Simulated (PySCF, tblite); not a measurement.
# C3H4Si (triplet): geometry, infrared bands and EPR parameters

Wanted: the infrared bands and EPR parameters of C3H4Si (triplet) (`C#C[C][SiH3]`), by calculation.

Computed with tblite 0.8.0 and PySCF 2.14.0, with density-fitted response routines of our own, on a single molecule in the gas phase. Atoms are numbered from 0 throughout.

## 1. The starting structure

8 atoms, charge 0, multiplicity 3; geometry from: force field or distance geometry start.

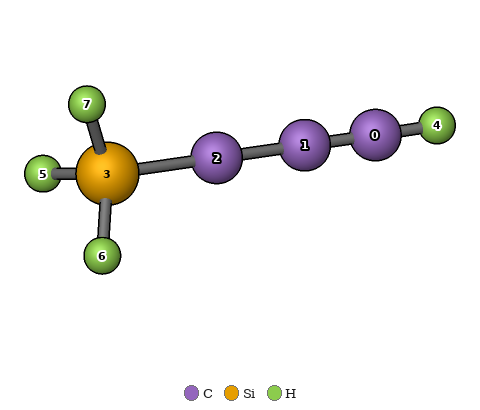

As it starts; carbon purple, silicon amber, hydrogen green, atoms numbered.

## 2. Geometry optimisation with GFN2-xTB

What the job is given:

```
{"job": {"kind": "relax", "xc": "GFN2-xTB", "basis": "xTB"}, "charge": 0, "multiplicity": 3}
C      2.652600     0.425000     1.005300
C      1.528100     0.252600     0.581200
C      0.117600     0.013800     0.061700
Si    -1.617400    -0.254300    -0.595000
H      3.629100     0.585800     1.382300
H     -2.078600     0.906300    -1.383400
H     -1.660400    -1.460700    -1.461400
H     -2.562000    -0.459100     0.540100
```

Launch:

```
> OMP_NUM_THREADS=1 python probes_run.py task.json out
```

The driver reads the jobs from task.json and runs them one after another.

The log of the run:

```text
step      E/eV     max force
  0    -270.67754    6.636
  1    -271.24825    4.951
  2    -271.26184    6.206
  3    -271.52215    1.580
  4    -271.59537    0.842
  5    -271.68863    0.859
  6    -271.70752    0.509
  7    -271.73337    0.542
  8    -271.74214    0.365
  9    -271.75697    0.371
 10    -271.76969    0.473
 11    -271.77578    0.281
 12    -271.77691    0.062
 13    -271.77700    0.006
```

Run time: 0.15 s. Hardware: 1 thread of AMD EPYC, shared host.

Step by step:

```
step  energy from step 0 (eV)  largest force (eV/Å)
   0                   0.0000                6.6360
   1                  -0.5707                4.9514
   2                  -0.5843                6.2062
   3                  -0.8446                1.5802
   4                  -0.9178                0.8418
   5                  -1.0111                0.8586
   6                  -1.0300                0.5087
   7                  -1.0558                0.5415
   8                  -1.0646                0.3647
   9                  -1.0794                0.3713
  10                  -1.0922                0.4731
  11                  -1.0982                0.2813
  12                  -1.0994                0.0619
  13                  -1.0995                0.0057
```

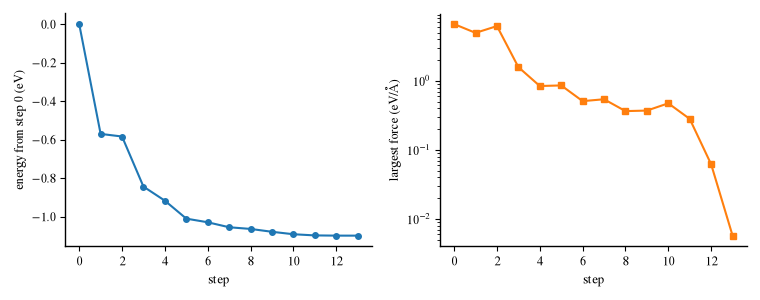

Energy and largest force along the relaxation.

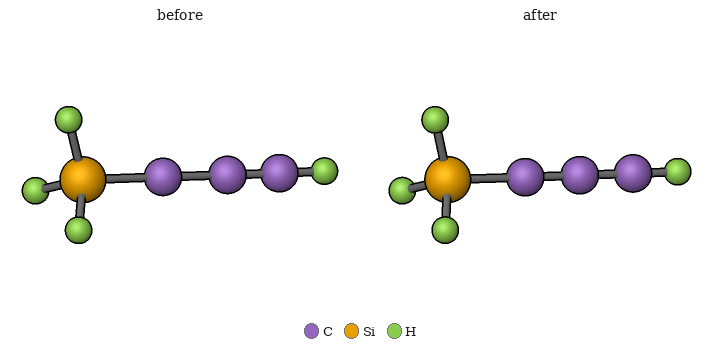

Before and after, at one scale.

Distances of close pairs at the start and the end, largest changes first:

```
  bond  before (Å)  after (Å)  change (Å)
 C1–C2       1.522      1.283      -0.239
C2–Si3       1.874      1.819      -0.056
 C0–C1       1.214      1.250      +0.035
Si3–H7       1.491      1.468      -0.023
Si3–H6       1.486      1.468      -0.018
 C0–H4       1.059      1.048      -0.011
Si3–H5       1.477      1.468      -0.009
```

The final coordinates are the input of the step that follows.

## 3. Infrared spectrum with GFN2-xTB

What the job is given:

```
{"job": {"kind": "ir", "xc": "GFN2-xTB", "basis": "xTB"}, "charge": 0, "multiplicity": 3}
C      2.497303     0.402891     0.949997
C      1.340266     0.215897     0.516598
C      0.153666     0.026900     0.068171
Si    -1.532217    -0.245636    -0.557695
H      3.466388     0.559416     1.317077
H     -1.947363     0.928705    -1.334530
H     -1.533753    -1.439358    -1.411887
H     -2.435232    -0.439403     0.583185
```

The log of the run:

```text
mode    cm-1     km/mol
  1      87.5      4.61
  2      87.6      4.61
  3     280.6     11.41
  4     280.8     11.43
  5     421.4     14.93
  6     421.6     15.03
  7     510.5     74.85
  8     511.0     75.26
  9     599.1      5.65
 10     783.9    161.69
 11     785.2    161.07
 12     796.7    499.04
 13    1490.9     25.50
 14    1907.8      2.82
 15    2201.1    396.77
 16    2201.9    397.27
 17    2228.5    114.80
 18    3388.1     14.51
```

Wall time 0.32 s (1 thread of AMD EPYC, shared host).

Which atoms move in the most intense modes:

```
cm⁻¹  km/mol                                atoms
 510    74.8            H5 53 %, H6 16 %, H7 15 %
 511    75.3                     H7 41 %, H6 40 %
 784   161.7                     H7 51 %, H6 39 %
 785   161.1            H5 58 %, H6 25 %, H7 13 %
 797   499.0  H5 30 %, H6 29 %, H7 29 %, Si3 12 %
2201   396.8            H5 65 %, H6 17 %, H7 14 %
2202   397.3                     H7 49 %, H6 46 %
2228   114.8            H6 34 %, H7 33 %, H5 32 %
```

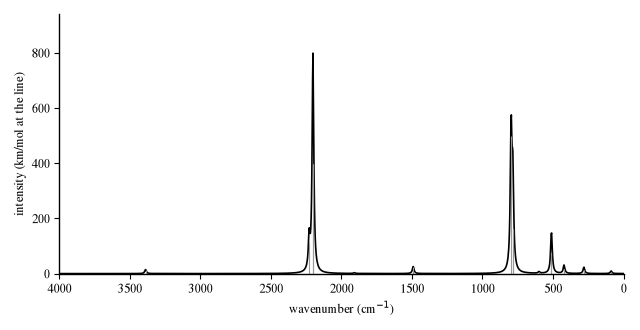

The infrared spectrum from these modes, unscaled. Lines are broadened to a width of 14 cm⁻¹ (Lorentzian).

## 4. g tensor and hyperfine couplings: B3LYP/pcH-1

Same as in step 3 but for these lines:

```diff
@@ -1,2 +1,2 @@
-{"job": {"kind": "ir", "xc": "GFN2-xTB", "basis": "xTB"}, "charge": 0, "multiplicity": 3}
+{"job": {"kind": "epr", "basis": "pcH-1"}, "charge": 0, "multiplicity": 3}
 C      2.497303     0.402891     0.949997
```

Level: UKS B3LYP, pcH-1 on C H Si, non-relativistic, mean-field spin-orbit, GIAO.

The log of the run:

```text
UKS, coarse grid
  cycle   1  E = -406.05055176  |g| = 2.19e-01
  cycle   2  E = -406.04331823  |g| = 2.52e-01
  cycle   3  E = -406.07324031  |g| = 9.78e-02
  cycle   4  E = -406.07751401  |g| = 4.65e-02
  cycle   5  E = -406.07881846  |g| = 1.98e-02
  cycle   6  E = -406.07909014  |g| = 5.45e-03
  cycle   7  E = -406.07912713  |g| = 1.45e-03
  cycle   8  E = -406.07912992  |g| = 2.54e-04
UKS, final grid
  cycle   1  E = -406.07915336  |g| = 3.49e-04
  cycle   2  E = -406.07915305  |g| = 8.28e-04
  cycle   3  E = -406.07915345  |g| = 5.71e-05
  cycle   4  E = -406.07915345  |g| = 2.72e-05
E = -406.07915345 Eh   <S^2> = 2.0494 (exact 2.0000)
g shifts (ppm)      1          2          3
  rmc          -134       -134       -134
  gc             28         11         11
  oz_so         -10        313        315
  total        -115        190        192
hyperfine (MHz)  atom isotope    a_iso     a_fc   dipolar eigenvalues
    0   13C      51.88      51.96    -49.74     24.87     24.87
    1   13C     -59.77     -59.80    -11.08    -11.08     22.16
    2   13C      54.13      54.22    -53.13     26.56     26.58
    3  29Si      30.77      30.82     -0.97     -0.96      1.93
    4    1H     -46.23     -46.23    -11.97    -11.97     23.95
    5    1H      31.04      31.04     -2.29     -1.64      3.93
    6    1H      31.12      31.12     -2.30     -1.64      3.94
    7    1H      31.26      31.26     -2.30     -1.64      3.94
zero-field splitting (cm-1)  D = 0.4365  E = 0.0000  (spin-spin 0.3752, spin-orbit 0.0612)
```

Run time: 36 s. Hardware: 1 thread of AMD EPYC, shared host; peak memory 0.57 GiB.

Principal g values 2.00220, 2.00251, 2.00251; g(iso) = 2.00241, against 2.00232 for a free electron.

Hyperfine couplings; where a row names several nuclei, a(iso) is their mean (it holds for fast rotation or exchange) and the dipolar term the largest among them:

```
    nuclei  isotope  a(iso) (MHz)  a(iso) (G, at g = 2.0023)  largest dipolar term (MHz)
        C1      13C         -59.8                      -21.3                        22.2
        C2      13C          54.1                       19.3                       -53.1
        C0      13C          51.9                       18.5                       -49.7
        H4       1H         -46.2                      -16.5                        23.9
H5, H6, H7       1H          31.1                       11.1                         3.9
       Si3     29Si          30.8                       11.0                         1.9
```

Zero-field splitting: D = 0.436 cm⁻¹ (spin-spin 0.375, spin-orbit 0.061), E = 0.000 cm⁻¹.

Mulliken spin populations:

```
atom  value (e)
  C0       1.19
  C1      -0.48
  C2       1.31
 Si3      -0.06
  H4      -0.05
  H5       0.03
  H6       0.03
  H7       0.03
```

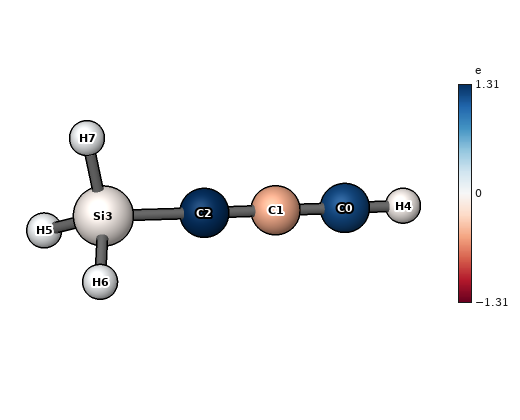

Mulliken spin populations, as colours on the atoms.

The fields below are evaluated on a grid from the run's orbitals.

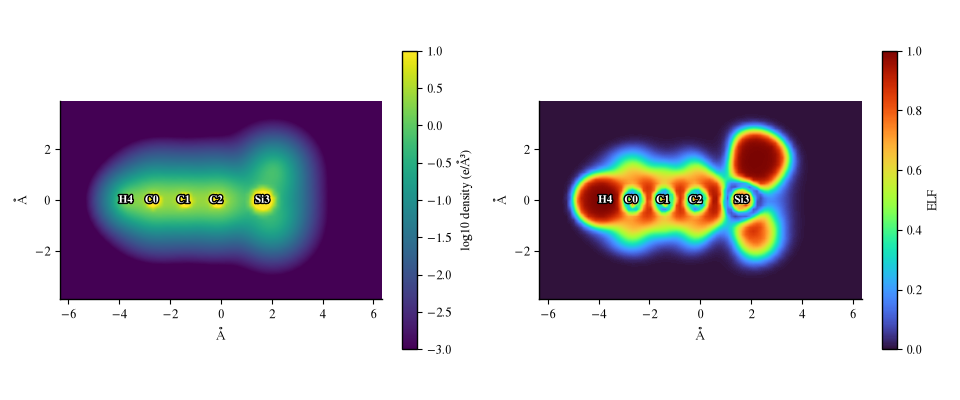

Density (left) and ELF (right) in a plane through or near 5 of the atoms.

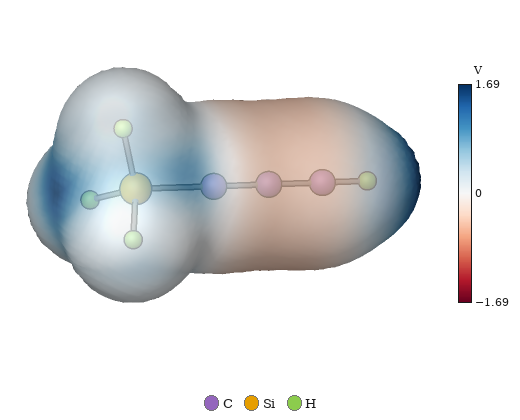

Electrostatic potential on the surface of density 0.002 e/bohr³; red is low, blue high. It runs, from the 1st to the 99th percentile, from -0.43 V near C1 to 1.69 V near H4.

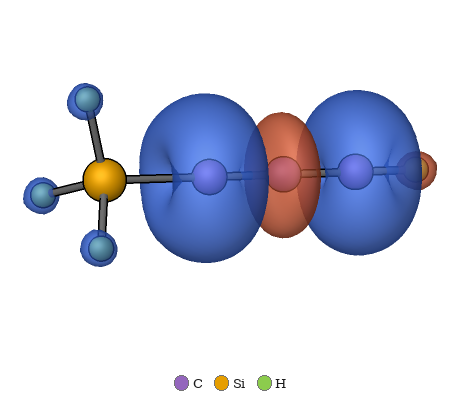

Spin density at ±0.03 e/Å³ (alpha excess blue, beta excess red).

## 5. Summary of results

| quantity | value |
| --- | --- |
| strongest single infrared mode (GFN2-xTB) | 797 cm⁻¹, 499 km/mol |
| zero-point energy (GFN2-xTB) | 27.1 kcal/mol |
| D, E (B3LYP) | 0.436, 0.000 cm⁻¹ |
| g(iso) (B3LYP) | 2.00241 |
| ⟨S²⟩ | 2.049 (exact 2.00) |
| largest a(iso) (averaged by class) | 13C on C1, -59.8 MHz |
| surface potential, 1st and 99th percentile | -0.43 V and 1.69 V |

**Reading.** The optimisation took 13 steps and gained 1.099 eV; among the close pairs (by a distance rule), C1–C2 changed most, from 1.522 to 1.283 Å. No mode is imaginary among the 18: a minimum at this level. The strongest single mode, at 797 cm⁻¹, moves mainly H5, H6 and H7. Unscaled tight-binding wavenumbers are off by several per cent, some by more. Its intensities can rank the bands wrongly. The largest spin populations lie on C2 (1.31 e), C0 (1.19 e). The isotropic g lies 0.1 ppt above the free-electron value. The triplet studied here may not be the ground state; the singlet was not compared.
